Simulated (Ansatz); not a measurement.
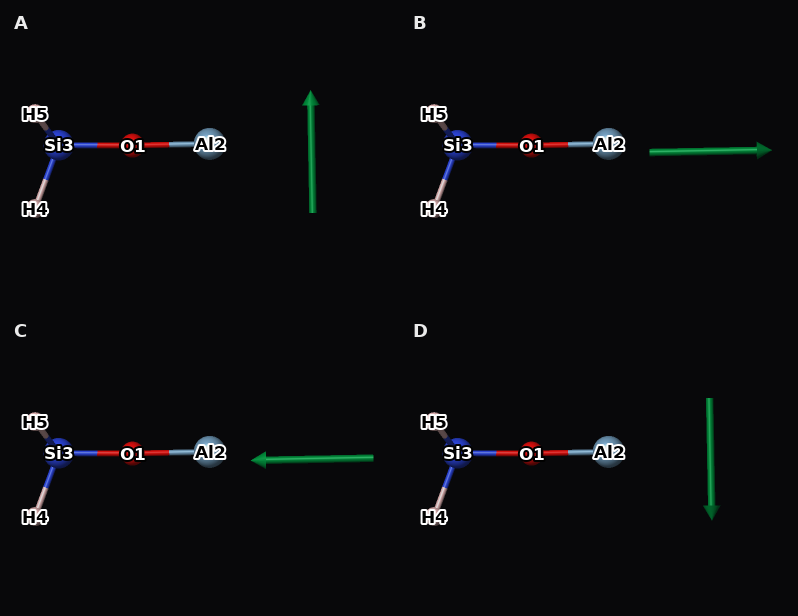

The same molecule four times, each with an arrow. State: neutral, doublet. The geometry was computed by an optimisation with PBE0-D4/def2-TZVP. No frequency run is at hand to confirm it as a minimum. Level of theory: UKS PBE0-D4/def2-TZVP (Ansatz 0.2.0).

Which arrow points along the dipole moment, from the negative to the positive end?

Answer. B. The dipole moment is 0.60 D; it points from the side of H4, H5 to the side of Al2 (the outermost atoms at the two ends).
